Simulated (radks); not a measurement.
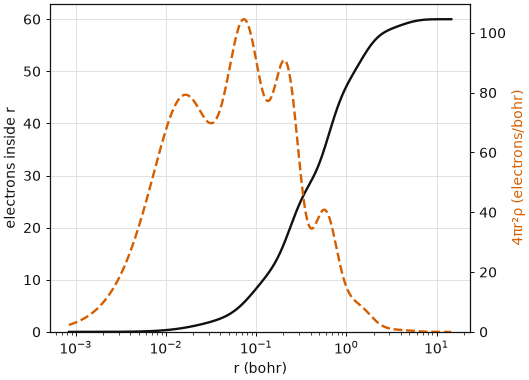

The neutral neodymium atom; electrons: [Xe] 4f4 6s2 (high spin). It sits in a hard spherical wall of radius 15 bohr. Level of theory: scalar-relativistic Kohn-Sham, LDA (Slater exchange, VWN5 correlation), spin-polarised, spherical densities, point nucleus. Computed with the in-house radial solver radks.

The plot shows the number of electrons inside radius r (solid) and the radial density 4πr²ρ (dashed).

**Describe it and give its main numbers.**

The count levels off at 60 electrons. Half of them lie within 0.437 bohr, 90 % within 1.70 bohr and 99 % within 5.05 bohr. The radial density has minima at 0.0317, 0.135 and 0.413 bohr, where the count stands at 2.0, 11.2 and 29.2; these part the shells that the density resolves.
